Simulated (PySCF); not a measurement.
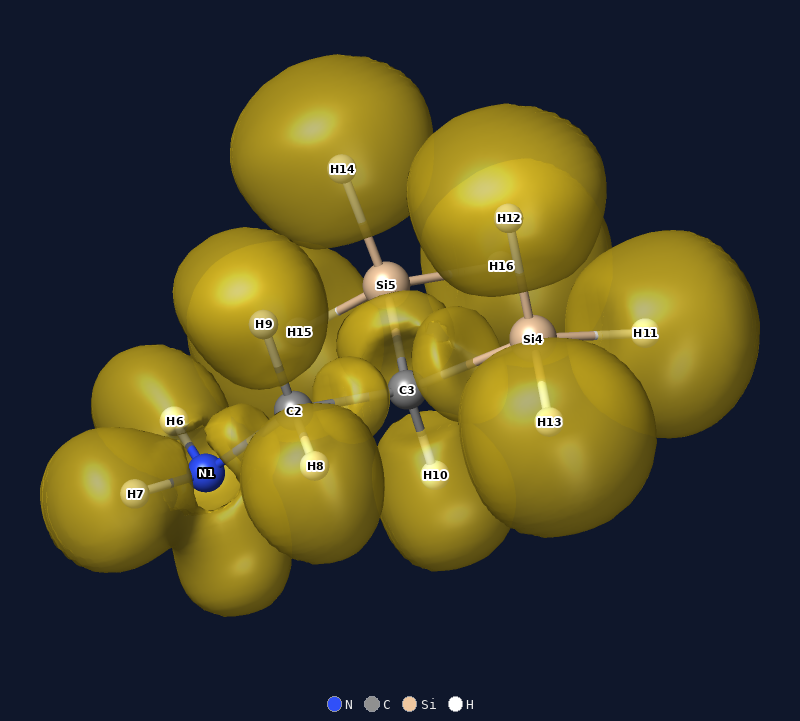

*C2H11NSi2 (SMILES NCC([SiH3])[SiH3]). Isosurface of the electron localisation function at 0.75 (yellow), seen at an oblique angle. Core shells and regions of very low density are left out.*

Geometry: PBE0-D3(BJ)/def2-SVP.

Method: PySCF 2.14.0, PBE0/pcSseg-1, SCF density, gas phase, non-relativistic.

```xyz
16

N    -1.8065   -1.1985   -0.7603
C    -0.4395   -1.1787   -0.2798
C     0.1982    0.2090   -0.4431
Si    2.0676    0.1642   -0.1722
Si   -0.5980    1.5327    0.6482
H    -2.4118   -0.6413   -0.1597
H    -2.1767   -2.1463   -0.7390
H     0.1314   -1.9097   -0.8796
H    -0.3174   -1.5017    0.7787
H     0.0436    0.5344   -1.4897
H     2.6731    1.4909   -0.4987
H     2.3885   -0.1647    1.2524
H     2.6883   -0.8825   -1.0442
H    -0.5002    1.1228    2.0853
H    -2.0464    1.7255    0.3210
H     0.0952    2.8451    0.4735
```

Where are the electrons localised?

Answer. The ELF exceeds this value in one region between bonded C–C atoms (shared pairs), nine regions around hydrogen nuclei, one region on C in which the atom's valence shell and bonds are merged and one joined region spread over several atoms (H, N), in which their bonds and any lone pairs are merged. Along the contacts the grid gives the following. C–N (1.45 Å): the ELF peaks at about 0.95 between the atoms, as expected for a covalent bond. C–C (1.54 Å): the ELF peaks at about 0.95 between the atoms (localised, covalent bonding).
